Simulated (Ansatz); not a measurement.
# CH₅BrOSi: single points with varied inputs

How do the results and run time of CH₅BrOSi respond when the settings are drawn wide?

Program: Ansatz 0.2.0, Gaussian basis. Level of theory: the settings change from run to run. These are calculated values, not measurements.

### Step 1. The relaxed structure

The structure was relaxed beforehand with PBE0-D4 in a triple-zeta def2 set.

SMILES `CO[SiH2]Br`, 9 atoms, charge 0, spin multiplicity 1.

Atoms are counted from 1 here; the program's logs count them from 0.

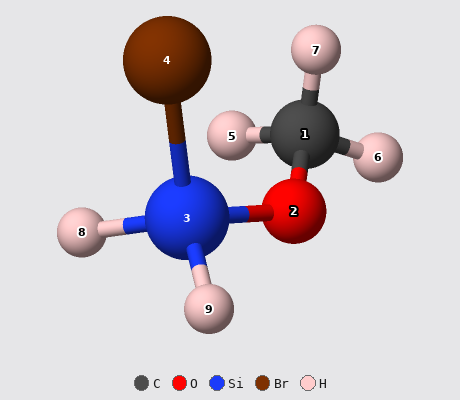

The structure; carbon dark grey, oxygen red, silicon blue, bromine brown, hydrogen pink; atoms are numbered from 1 in the order of the file.

### Step 2. r2SCAN0/aug-pcseg-2

Options: density fitting with cc-pVTZ-jkfit, D3(BJ) dispersion.

Input file in.yaml:

```yaml
crystal:
  periodic: [false, false, false]
  atoms:
    - {symbol: C, position_ang: [-0.527846, 0.458090, -1.194410]}
    - {symbol: O, position_ang: [0.125762, -0.612474, -0.544523]}
    - {symbol: Si, position_ang: [0.446334, -0.663989, 1.048643]}
    - {symbol: Br, position_ang: [1.802358, 0.997076, 1.645353]}
    - {symbol: H, position_ang: [-1.474299, 0.707111, -0.702178]}
    - {symbol: H, position_ang: [-0.735893, 0.152000, -2.219951]}
    - {symbol: H, position_ang: [0.106835, 1.348785, -1.211159]}
    - {symbol: H, position_ang: [-0.785545, -0.488768, 1.854819]}
    - {symbol: H, position_ang: [1.130795, -1.944132, 1.306306]}
basis:
  gaussian: {orbitals: aug-pcseg-2, fitting: {mean_field: cc-pVTZ-jkfit}}
hamiltonian: {xc: {name: r2SCAN0}, dispersion: d3bj}
output: {forces: true}
```

The run is started by

```console
$ ansatz run in.yaml --threads 4 --pin off --events-out ev --progress --plain --max-ram 10444MiB
```

Standard output, shortened:

```text
Warning: the engine holds no damping parameters fitted to this dispersion correction and functional, so the run takes those fitted to r2scan0 beside the three-body term, which d3bj leaves out (hamiltonian.dispersion, under Limitations)
Functional definition: r2SCAN0
  name "r2SCAN0"
  cite "Bursch, Neugebauer, Ehlert & Grimme, J. Chem. Phys. 156, 134105 (2022) doi:10.1063/5.0086040"
  cite "Furness, Kaplan, Ning, Perdew & Sun, J. Phys. Chem. Lett. 11, 8208 (2020) doi:10.1021/acs.jpclett.0c02405"
  cite "Furness, Kaplan, Ning, Perdew & Sun, J. Phys. Chem. Lett. 11, 9248 (2020) doi:10.1021/acs.jpclett.0c03077"
  parent r2scan
[...]
636 factors; integrals over basis functions are off by at most 8.2e-1 eV
[...]
mean field -81090.99468103 eV, -2980.0390890774 hartree, gradient 3.6e-5 eV, S^2 0.000000; 0 other end points of the search recorded, 0 dependent functions left out
[...]
reference -81090.99469899 eV, -2980.0390897374 hartree; 34, 34 occupied and 282, 282 virtual orbitals, 636 factors
Total energy: -81091.05910508 eV, -2980.0414566176 hartree
Atom 0 at    -0.527846     0.458090    -1.194410 Å, force    -0.058377     0.094036    -0.082384 eV/Å
Atom 1 at     0.125762    -0.612474    -0.544523 Å, force     0.006347     0.095535     0.263002 eV/Å
Atom 2 at     0.446334    -0.663989     1.048643 Å, force    -0.059153    -0.063627    -0.180242 eV/Å
Atom 3 at     1.802358     0.997076     1.645353 Å, force    -0.053510    -0.058592    -0.034855 eV/Å
Atom 4 at    -1.474299     0.707111    -0.702178 Å, force     0.185381    -0.060851    -0.081581 eV/Å
Atom 5 at    -0.735893     0.152000    -2.219951 Å, force     0.044593     0.057233     0.211552 eV/Å
Atom 6 at     0.106835     1.348785    -1.211159 Å, force    -0.112670    -0.180888     0.010623 eV/Å
Atom 7 at    -0.785545    -0.488768     1.854819 Å, force     0.120414    -0.018360    -0.089973 eV/Å
Atom 8 at     1.130795    -1.944132     1.306306 Å, force    -0.073026     0.135515    -0.016143 eV/Å
Dipole moment:    -0.300270    -0.000378    -0.144957 e Å
```

Run time: 4.8 s. Hardware: 4 threads of Intel Xeon Platinum 8488C, shared host; peak memory 0.68 GiB.

Largest force 0.280 eV/Å, dipole 1.60 D.

### Step 3. r2SCAN50/def2-TZVPP

Set apart from the defaults: atoms shaken by 0.08 Å, finite nuclei, D4 dispersion.

Input file in.yaml:

```yaml
crystal:
  periodic: [false, false, false]
  atoms:
    - {symbol: C, position_ang: [-0.591692, 0.420243, -1.127777]}
    - {symbol: O, position_ang: [0.201577, -0.704717, -0.579469]}
    - {symbol: Si, position_ang: [0.479919, -0.577989, 0.946768]}
    - {symbol: Br, position_ang: [1.857064, 1.058238, 1.766167]}
    - {symbol: H, position_ang: [-1.555181, 0.769293, -0.611691]}
    - {symbol: H, position_ang: [-0.727352, 0.139880, -2.154368]}
    - {symbol: H, position_ang: [0.166584, 1.272776, -1.153300]}
    - {symbol: H, position_ang: [-0.794994, -0.350725, 1.848312]}
    - {symbol: H, position_ang: [0.925093, -1.927592, 1.326872]}
basis:
  gaussian: {orbitals: def2-TZVPP, nuclear_model: gaussian}
hamiltonian: {xc: {name: r2SCAN50}, dispersion: d4}
output: {forces: true}
```

Launched as before.

Standard output, shortened:

```text
Functional definition: r2SCAN50
  name "r2SCAN50"
  cite "Bursch, Neugebauer, Ehlert & Grimme, J. Chem. Phys. 156, 134105 (2022) doi:10.1063/5.0086040"
  cite "Furness, Kaplan, Ning, Perdew & Sun, J. Phys. Chem. Lett. 11, 8208 (2020) doi:10.1021/acs.jpclett.0c02405"
  cite "Furness, Kaplan, Ning, Perdew & Sun, J. Phys. Chem. Lett. 11, 9248 (2020) doi:10.1021/acs.jpclett.0c03077"
  parent r2scan
[...]
1458 factors; their error is unknown
[...]
mean field -81088.40429301 eV, -2979.9438940737 hartree, gradient 1.6e-5 eV, S^2 0.000000; 0 other end points of the search recorded, 0 dependent functions left out
[...]
reference -81088.40429999 eV, -2979.9438943299 hartree; 34, 34 occupied and 188, 188 virtual orbitals, 1458 factors
Total energy: -81088.46489078 eV, -2979.9461210004 hartree
Atom 0 at    -0.591692     0.420243    -1.127777 Å, force     2.106121     0.986588    -0.005266 eV/Å
Atom 1 at     0.201577    -0.704717    -0.579469 Å, force    -2.195536     2.021767    -1.959132 eV/Å
Atom 2 at     0.479919    -0.577989     0.946768 Å, force    -0.601692    -0.454106     4.407831 eV/Å
Atom 3 at     1.857064     1.058238     1.766167 Å, force    -0.546351    -0.802928    -0.773800 eV/Å
Atom 4 at    -1.555181     0.769293    -0.611691 Å, force     1.750414    -1.252692    -0.493471 eV/Å
Atom 5 at    -0.727352     0.139880    -2.154368 Å, force    -0.612041     0.041423    -0.106769 eV/Å
Atom 6 at     0.166584     1.272776    -1.153300 Å, force    -1.548531    -0.891526     0.101669 eV/Å
Atom 7 at    -0.794994    -0.350725     1.848312 Å, force     1.129105     0.065669    -1.224245 eV/Å
Atom 8 at     0.925093    -1.927592     1.326872 Å, force     0.518510     0.285805     0.053184 eV/Å
Dipole moment:    -0.353871     0.091581    -0.337108 e Å
```

Wall time 3.8 s (4 threads of Intel Xeon Platinum 8488C, shared host); peak memory 0.69 GiB.

Largest force 4.472 eV/Å, dipole 2.39 D.

### Step 4. B2GP-PLYP/cc-pVTZ-DK

This run has finite nuclei, high accuracy.

Input file in.yaml:

```yaml
crystal:
  periodic: [false, false, false]
  atoms:
    - {symbol: C, position_ang: [-0.527846, 0.458090, -1.194410]}
    - {symbol: O, position_ang: [0.125762, -0.612474, -0.544523]}
    - {symbol: Si, position_ang: [0.446334, -0.663989, 1.048643]}
    - {symbol: Br, position_ang: [1.802358, 0.997076, 1.645353]}
    - {symbol: H, position_ang: [-1.474299, 0.707111, -0.702178]}
    - {symbol: H, position_ang: [-0.735893, 0.152000, -2.219951]}
    - {symbol: H, position_ang: [0.106835, 1.348785, -1.211159]}
    - {symbol: H, position_ang: [-0.785545, -0.488768, 1.854819]}
    - {symbol: H, position_ang: [1.130795, -1.944132, 1.306306]}
basis:
  gaussian: {orbitals: cc-pVTZ-DK, nuclear_model: gaussian}
hamiltonian: {xc: {name: B2GP-PLYP}}
accuracy: high
```

Launched as before.

Standard output, shortened:

```text
Functional definition: B2GP-PLYP
  name "B2GP-PLYP"
  cite "Karton, Tarnopolsky, Lamère, Schatz & Martin, J. Phys. Chem. A 112, 12868 (2008) doi:10.1021/jp801805p"
  cite "Becke, Phys. Rev. A 38, 3098 (1988) doi:10.1103/PhysRevA.38.3098"
  cite "Lee, Yang & Parr, Phys. Rev. B 37, 785 (1988) doi:10.1103/PhysRevB.37.785"
[...]
3605 factors; integrals over basis functions are off by at most 4.5e-9 eV
[...]
mean field -81953.47660293 eV, -3011.7347150962 hartree, gradient 5.3e-8 eV, S^2 0.000000; 0 other end points of the search recorded, 0 dependent functions left out
16 core orbitals not correlated: weight in the atoms' cores, before any rotation towards them, 1.000 or more for the frozen orbitals, at most 0.000 for the correlated occupied ones
reference -81953.47662311 eV, -3011.7347158375 hartree; 18, 18 occupied and 173, 173 virtual orbitals, 3605 factors
second order -23.74514679 eV of doubles, -0.00000000 eV of singles
Total energy: -81962.02487595 eV, -3012.0488583354 hartree
Relativity: scalar
```

It took 11 s on 4 threads of Intel Xeon Platinum 8488C, shared host; peak memory 1.3 GiB.

### Step 5. B3LYP5/x2c-TZVPPall

Options: the search for lower states set to light.

in.yaml: that of step 4 with these lines changed.

```diff
@@ -13,4 +13,4 @@
 basis:
-  gaussian: {orbitals: cc-pVTZ-DK, nuclear_model: gaussian}
-hamiltonian: {xc: {name: B2GP-PLYP}}
-accuracy: high
+  gaussian: {orbitals: x2c-TZVPPall}
+hamiltonian: {xc: {name: B3LYP5}}
+scf: {lower_state_search: light}
```

Same command.

Standard output, shortened:

```text
Functional definition: B3LYP5
  name "B3LYP5"
  cite "Stephens, Devlin, Chabalowski & Frisch, J. Phys. Chem. 98, 11623 (1994) doi:10.1021/j100096a001"
  cite "Becke, Phys. Rev. A 38, 3098 (1988) doi:10.1103/PhysRevA.38.3098"
  cite "Lee, Yang & Parr, Phys. Rev. B 37, 785 (1988) doi:10.1103/PhysRevB.37.785"
  cite "Vosko, Wilk & Nusair, Can. J. Phys. 58, 1200 (1980) doi:10.1139/p80-159"
[...]
1342 factors; their error is unknown
[...]
mean field -81980.17987044 eV, -3012.7160420771 hartree, gradient 7.8e-5 eV, S^2 0.000000; 0 other end points of the search recorded, 0 dependent functions left out
reference -81980.18013263 eV, -3012.7160517124 hartree; 34, 34 occupied and 188, 188 virtual orbitals, 1342 factors
Total energy: -81980.18013263 eV, -3012.7160517124 hartree
Relativity: scalar
```

Wall time 1.9 s (4 threads of Intel Xeon Platinum 8488C, shared host); peak memory 0.47 GiB.

### Step 6. PBE0-DH/def2-mTZVP

This run has finite nuclei.

in.yaml: that of step 5 with these lines changed.

```diff
@@ -13,4 +13,3 @@
 basis:
-  gaussian: {orbitals: x2c-TZVPPall}
-hamiltonian: {xc: {name: B3LYP5}}
-scf: {lower_state_search: light}
+  gaussian: {orbitals: def2-mTZVP, nuclear_model: gaussian}
+hamiltonian: {xc: {name: PBE0-DH}}
```

Launched as before.

Standard output, shortened:

```text
Functional definition: PBE0-DH
  name "PBE0-DH"
  cite "Brémond & Adamo, J. Chem. Phys. 135, 024106 (2011) doi:10.1063/1.3604569"
  cite "Perdew, Burke & Ernzerhof, Phys. Rev. Lett. 77, 3865 (1996) doi:10.1103/PhysRevLett.77.3865"
[...]
1071 factors; integrals over basis functions are off by at most 1.0e-3 eV
[...]
mean field -81071.18028803 eV, -2979.3109235654 hartree, gradient 8.5e-6 eV, S^2 0.000000; 0 other end points of the search recorded, 0 dependent functions left out
16 core orbitals not correlated: weight in the atoms' cores, before any rotation towards them, 1.000 or more for the frozen orbitals, at most 0.000 for the correlated occupied ones
reference -81071.18030879 eV, -2979.3109243283 hartree; 18, 18 occupied and 82, 82 virtual orbitals, 1071 factors
second order -21.39034543 eV of doubles, -0.00000000 eV of singles
Total energy: -81073.85410197 eV, -2979.4091844153 hartree
```

Wall time 1.7 s (4 threads of Intel Xeon Platinum 8488C, shared host).

### Step 7. SVWN5/cc-pVTZ-DK

Set apart from the defaults: density fitting with def2-universal-jkfit.

in.yaml: that of step 6 with these lines changed.

```diff
@@ -13,3 +13,3 @@
 basis:
-  gaussian: {orbitals: def2-mTZVP, nuclear_model: gaussian}
-hamiltonian: {xc: {name: PBE0-DH}}
+  gaussian: {orbitals: cc-pVTZ-DK, fitting: {mean_field: def2-universal-jkfit}}
+hamiltonian: {xc: {name: SVWN5}}
```

The command is unchanged.

Standard output:

```text
Functional definition: SVWN5
  name "SVWN5"
  cite "Dirac, Proc. Camb. Phil. Soc. 26, 376 (1930) doi:10.1017/S0305004100016108"
  cite "Slater, Phys. Rev. 81, 385 (1951) doi:10.1103/PhysRev.81.385"
  cite "Vosko, Wilk & Nusair, Can. J. Phys. 58, 1200 (1980) doi:10.1139/p80-159"
  exchange = slater_x
  correlation = vwn5_c
636 factors; integrals over basis functions are off by at most 1.1e0 eV
mean field evaluation 1: about -81819.7376 eV, gradient 6.2e1 eV
mean field evaluation 2: about -81782.2949 eV, gradient 1.5e2 eV
mean field evaluation 4: about -81827.1096 eV, gradient 1.2e1 eV
mean field evaluation 8: about -81827.3679 eV, gradient 1.9e-1 eV
mean field evaluation 16: about -81827.3680 eV, gradient 4.0e-5 eV
mean field -81827.36799717 eV, -3007.1003093138 hartree, gradient 4.0e-5 eV, S^2 0.000000; 0 other end points of the search recorded, 0 dependent functions left out
reference -81827.36803395 eV, -3007.1003106657 hartree; 34, 34 occupied and 173, 173 virtual orbitals, 636 factors
Total energy: -81827.36803395 eV, -3007.1003106657 hartree
Relativity: scalar
```

Wall time 1 s (4 threads of Intel Xeon Platinum 8488C, shared host).

### Step 8. RPBE/def2-TZVPP

Options: D3(BJ) with three-body dispersion, high accuracy.

in.yaml: that of step 7 with these lines changed.

```diff
@@ -13,3 +13,4 @@
 basis:
-  gaussian: {orbitals: cc-pVTZ-DK, fitting: {mean_field: def2-universal-jkfit}}
-hamiltonian: {xc: {name: SVWN5}}
+  gaussian: {orbitals: def2-TZVPP}
+hamiltonian: {xc: {name: RPBE}, dispersion: d3bjatm}
+accuracy: high
```

The command is unchanged.

Standard output:

```text
Functional definition: RPBE
  name "RPBE"
  cite "Hammer, Hansen & Nørskov, Phys. Rev. B 59, 7413 (1999) doi:10.1103/PhysRevB.59.7413"
  cite "Perdew, Burke & Ernzerhof, Phys. Rev. Lett. 77, 3865 (1996) doi:10.1103/PhysRevLett.77.3865"
  parameter kappa = 0.804
  parameter beta = 0.06672455060314922
  exchange = rpbe_x(kappa = kappa, mu = beta*pi^2/3)
  correlation = pbe_c(beta = beta)
3782 factors; integrals over basis functions are off by at most 3.1e-8 eV
mean field evaluation 1: about -81080.7072 eV, gradient 6.0e1 eV
mean field evaluation 2: about -81045.3055 eV, gradient 1.4e2 eV
mean field evaluation 4: about -81087.7581 eV, gradient 1.1e1 eV
mean field evaluation 8: about -81087.9936 eV, gradient 6.9e-1 eV
mean field evaluation 16: about -81087.9944 eV, gradient 1.9e-4 eV
mean field -81087.99438027 eV, -2979.9288300581 hartree, gradient 2.3e-8 eV, S^2 0.000000; 0 other end points of the search recorded, 0 dependent functions left out
reference -81087.99438405 eV, -2979.9288301970 hartree; 34, 34 occupied and 188, 188 virtual orbitals, 3782 factors
Total energy: -81089.14330809 eV, -2979.9710523767 hartree
```

Wall time 7.5 s (4 threads of Intel Xeon Platinum 8488C, shared host); peak memory 1.2 GiB.

### Step 9. B3LYP/aug-cc-pVTZ

This run has multiplicity 3, density fitting with cc-pVTZ-jkfit, D3(BJ) with three-body dispersion.

in.yaml: that of step 8 with these lines changed.

```diff
@@ -13,4 +13,5 @@
 basis:
-  gaussian: {orbitals: def2-TZVPP}
-hamiltonian: {xc: {name: RPBE}, dispersion: d3bjatm}
-accuracy: high
+  gaussian: {orbitals: aug-cc-pVTZ, fitting: {mean_field: cc-pVTZ-jkfit}}
+magnetization: {spin_polarized: true, initial_magnetization: 2}
+hamiltonian: {xc: {name: B3LYP}, dispersion: d3bjatm}
+output: {forces: true}
```

The command is unchanged.

Standard output, shortened:

```text
Functional definition: B3LYP
  name "B3LYP"
  cite "Stephens, Devlin, Chabalowski & Frisch, J. Phys. Chem. 98, 11623 (1994) doi:10.1021/j100096a001"
  cite "Becke, Phys. Rev. A 38, 3098 (1988) doi:10.1103/PhysRevA.38.3098"
  cite "Lee, Yang & Parr, Phys. Rev. B 37, 785 (1988) doi:10.1103/PhysRevB.37.785"
  cite "Vosko, Wilk & Nusair, Can. J. Phys. 58, 1200 (1980) doi:10.1139/p80-159"
[...]
636 factors; integrals over basis functions are off by at most 7.3e-1 eV
[...]
mean field -81089.33296340 eV, -2979.9780220808 hartree, gradient 7.2e-6 eV, S^2 2.004261; 10 other end points of the search recorded, 0 dependent functions left out
[...]
reference -81089.33327762 eV, -2979.9780336284 hartree; 35, 33 occupied and 281, 283 virtual orbitals, 636 factors
Total energy: -81089.68364207 eV, -2979.9909092844 hartree
Atom 0 at    -0.527846     0.458090    -1.194410 Å, force     0.091335     0.231739    -0.388848 eV/Å
Atom 1 at     0.125762    -0.612474    -0.544523 Å, force    -0.572758    -0.054726    -0.719582 eV/Å
Atom 2 at     0.446334    -0.663989     1.048643 Å, force    -1.178264    -2.684508    -0.344365 eV/Å
Atom 3 at     1.802358     0.997076     1.645353 Å, force     2.644288     3.418661     1.028043 eV/Å
Atom 4 at    -1.474299     0.707111    -0.702178 Å, force     0.039321    -0.076422     0.002084 eV/Å
Atom 5 at    -0.735893     0.152000    -2.219951 Å, force    -0.007701     0.031053     0.078681 eV/Å
Atom 6 at     0.106835     1.348785    -1.211159 Å, force    -0.042423     0.007428    -0.000841 eV/Å
Atom 7 at    -0.785545    -0.488768     1.854819 Å, force    -0.824069    -0.280431     0.265114 eV/Å
Atom 8 at     1.130795    -1.944132     1.306306 Å, force    -0.149728    -0.592794     0.079714 eV/Å
Dipole moment:    -0.179193     0.177520    -0.232062 e Å
```

Run time: 40 s. Hardware: 4 threads of Intel Xeon Platinum 8488C, shared host; peak memory 1.3 GiB.

Largest force 4.443 eV/Å, dipole 1.65 D, ⟨S²⟩ 2.004.

### Step 10. wPBEh/cc-pVTZ-DK

Set apart from the defaults: coordinates scaled by 1.12.

Input file in.yaml:

```yaml
crystal:
  periodic: [false, false, false]
  atoms:
    - {symbol: C, position_ang: [-0.591188, 0.513061, -1.337740]}
    - {symbol: O, position_ang: [0.140853, -0.685970, -0.609866]}
    - {symbol: Si, position_ang: [0.499894, -0.743667, 1.174480]}
    - {symbol: Br, position_ang: [2.018641, 1.116725, 1.842795]}
    - {symbol: H, position_ang: [-1.651215, 0.791964, -0.786439]}
    - {symbol: H, position_ang: [-0.824200, 0.170240, -2.486345]}
    - {symbol: H, position_ang: [0.119655, 1.510639, -1.356499]}
    - {symbol: H, position_ang: [-0.879810, -0.547420, 2.077397]}
    - {symbol: H, position_ang: [1.266491, -2.177428, 1.463062]}
basis:
  gaussian: {orbitals: cc-pVTZ-DK}
hamiltonian: {xc: {name: wPBEh}}
output: {forces: true}
```

The command is unchanged.

Standard output, shortened:

```text
Functional definition: wPBEh
  name "wPBEh"
  cite "Heyd, Scuseria & Ernzerhof, J. Chem. Phys. 118, 8207 (2003) doi:10.1063/1.1564060"
  cite "Krukau, Vydrov, Izmaylov & Scuseria, J. Chem. Phys. 125, 224106 (2006) doi:10.1063/1.2404663"
  cite "Heyd & Scuseria, J. Chem. Phys. 120, 7274 (2004) doi:10.1063/1.1668634"
  cite "Ernzerhof & Perdew, J. Chem. Phys. 109, 3313 (1998) doi:10.1063/1.476928"
  cite "Perdew, Burke & Ernzerhof, Phys. Rev. Lett. 77, 3865 (1996) doi:10.1103/PhysRevLett.77.3865"
  parent pbe
[...]
1344 factors; their error is unknown
103 factors; integrals over basis functions are off by at most 5.6e-7 eV
[...]
mean field -81968.91458176 eV, -3012.3020503539 hartree, gradient 2.3e-5 eV, S^2 0.000000; 0 other end points of the search recorded, 0 dependent functions left out
[...]
reference -81968.91462412 eV, -3012.3020519107 hartree; 34, 34 occupied and 173, 173 virtual orbitals, 1344 factors
Total energy: -81968.91462412 eV, -3012.3020519107 hartree
Relativity: scalar
Atom 0 at    -0.591188     0.513061    -1.337740 Å, force    -0.045162     0.253413     0.262618 eV/Å
Atom 1 at     0.140853    -0.685970    -0.609866 Å, force    -0.785334     2.260921     1.652669 eV/Å
Atom 2 at     0.499894    -0.743667     1.174480 Å, force    -0.478278     0.397891    -1.550019 eV/Å
Atom 3 at     2.018641     1.116725     1.842795 Å, force    -1.403334    -1.726279    -0.631709 eV/Å
Atom 4 at    -1.651215     0.791964    -0.786439 Å, force     2.813198    -0.861158    -1.328257 eV/Å
Atom 5 at    -0.824200     0.170240    -2.486345 Å, force     0.765257     0.616300     3.149425 eV/Å
Atom 6 at     0.119655     1.510639    -1.356499 Å, force    -1.740325    -2.742831     0.162913 eV/Å
Atom 7 at    -0.879810    -0.547420     2.077397 Å, force     1.887591    -0.212723    -1.214385 eV/Å
Atom 8 at     1.266491    -2.177428     1.463062 Å, force    -1.013613     2.014466    -0.503255 eV/Å
Dipole moment:    -0.415282    -0.076652    -0.153560 e Å
```

Run time: 3.2 s. Hardware: 4 threads of Intel Xeon Platinum 8488C, shared host; peak memory 0.63 GiB.

Largest force 3.299 eV/Å, dipole 2.16 D.

### Step 11. The runs in one table

```
               level  charge  multiplicity  geometry  functions  energy (eV)   time
 r2SCAN0/aug-pcseg-2       0             1   relaxed        316   -81091.059  4.8 s
 r2SCAN50/def2-TZVPP       0             1    shaken        222   -81088.465  3.8 s
B2GP-PLYP/cc-pVTZ-DK       0             1   relaxed        207   -81962.025   11 s
 B3LYP5/x2c-TZVPPall       0             1   relaxed        222   -81980.180  1.9 s
  PBE0-DH/def2-mTZVP       0             1   relaxed        116   -81073.854  1.7 s
    SVWN5/cc-pVTZ-DK       0             1   relaxed        207   -81827.368    1 s
     RPBE/def2-TZVPP       0             1   relaxed        222   -81089.143  7.5 s
   B3LYP/aug-cc-pVTZ       0             3   relaxed        316   -81089.684   40 s
    wPBEh/cc-pVTZ-DK       0             1    scaled        207   -81968.915  3.2 s
```

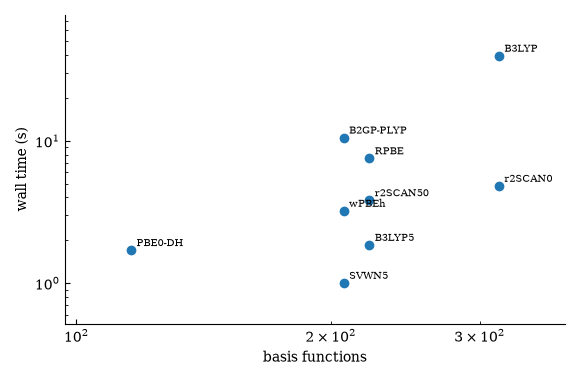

Wall time against the number of basis functions (shared host).

### Step 12. What came out

```
                                         quantity                    value
                                             runs                        9
                                         quickest    SVWN5/cc-pVTZ-DK, 1 s
                                          slowest  B3LYP/aug-cc-pVTZ, 40 s
spread of total energies, same state and geometry                 906.3 eV
```

What this shows: B3LYP/aug-cc-pVTZ took 40 times as long as SVWN5/cc-pVTZ-DK. The jobs differ in tasks and options as well as level. The totals spread over 906 eV; they can't be compared across methods or bases. Some of these runs are scalar-relativistic and others not, which shifts the totals of all-electron atoms past neon by several eV an atom and more; core potentials, where a basis has them, take the core out of the total altogether. At the PBE0-D4/def2-TZVP geometry and in the same state, the sound runs without point charges leave forces up to 0.28 eV/Å (r2SCAN0/aug-pcseg-2), against 4.5 eV/Å where the atoms were moved.
